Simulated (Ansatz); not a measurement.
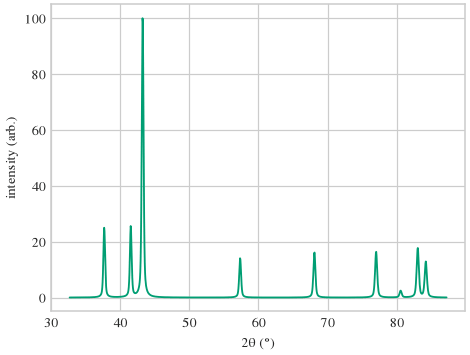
Fig. 1. Simulated powder pattern, Cu Kα, λ = 1.54184 Å

The pattern belongs to a structure relaxed with PBE in the plane-wave PAW code Ansatz.

Q: Which of these materials gives this?
A. Ti, hcp (Mg type)
B. Ag, fcc (Cu type)
C. Os, hcp (Mg type)
D. Tc, hcp (Mg type)

A: C, Os, hcp (Mg type)

Space group P6_3/mmc (hcp (Mg type)). Symmetry was held in the PBE relaxation. No spin polarisation was allowed. Scalar-relativistic: spin–orbit coupling is off unless named, which matters more the heavier the elements.

Potentials: the later of the program's two PAW sets.
